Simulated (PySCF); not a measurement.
Consider C7H7OP (SMILES Cc1cccpc1C=O).

Input

```
{"job": {"kind": "uv", "xc": "wB97X-D", "basis": "def2-SVPD", "nstates": 8, "ntriplets": 3}, "charge": 0, "multiplicity": 1}
C     -1.332288     1.476706     0.143785
C     -0.222914     0.481564     0.046091
C      1.087557     0.942616     0.090204
C      2.206127     0.128645     0.009623
C      2.148138    -1.242478    -0.124708
P      0.685389    -2.160863    -0.212290
C     -0.513791    -0.884888    -0.086483
C     -1.879863    -1.403690    -0.134589
O     -2.913059    -0.784336    -0.076376
H     -0.940843     2.486627     0.243456
H     -1.969020     1.251263     0.997928
H     -1.968139     1.422242    -0.738579
H      1.242030     2.007781     0.194135
H      3.180215     0.598857     0.055211
H      3.075085    -1.798818    -0.180521
H     -1.892222    -2.512283    -0.238299
```

Launched as:

```sh
OMP_NUM_THREADS=1 python probes_run.py task.json out
```

Geometry: GFN2-xTB.

Level of theory: wB97X-D/def2-SVPD, SCF density, gas phase in PySCF.

Q: Predict the electron density and electron localisation function between the atoms.

A: C–O (1.21 Å): ρ at the midpoint is about 3.3 e/Å³; the ELF peaks at about 0.85 between the atoms: a short, multiple covalent bond.
C–C (1.38 Å): the density is about 2.1 e/Å³ at the midpoint; the ELF peaks at about 0.95 between the atoms, as expected for localised, covalent bonding.
C–P (1.73 Å): ρ at the midpoint is about 1.3 e/Å³; the ELF peaks at about 0.95 between the atoms: a covalent bond.
C–H (1.08 Å): ρ is about 2 e/Å³ halfway; the ELF climbs to about 1 towards the hydrogen, as it does in any bond to H; a covalent bond by its length.

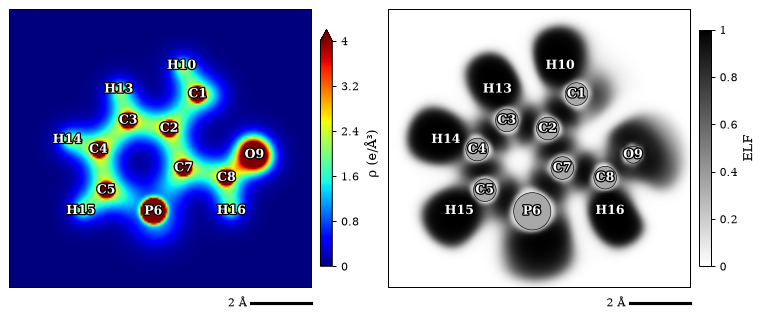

Computed electron density and electron localisation function on the plane of atoms C2, C3 and H13, in this order. Grey discs cover the atomic cores in the ELF map. 
